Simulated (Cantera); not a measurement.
Feed: 1 mol AlBr₃, 10 mol N₂O, 60 mol H₂, at 13.3 mbar.

These are equilibrium values from Cantera (NASA tables, ideal gas, pure condensed phases), not measurements of a reactor. Candidate condensed phases: Al, AlBr₃, AlN, Al₂O₃, Br₂, H₂O; 41 gas species. Kinetics and transport are ignored.

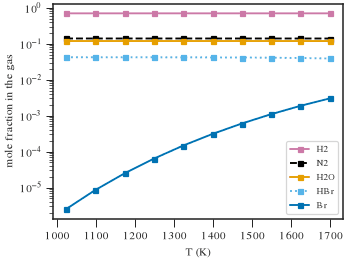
*Equilibrium gas composition (values under 1e-9 drawn at 1e-9)*

Task: Read off the mole fractions at 1398 K.

Result: H₂ about 0.70, N₂ about 0.14, H₂O about 0.12, HBr about 0.042, Br about 0.00031.
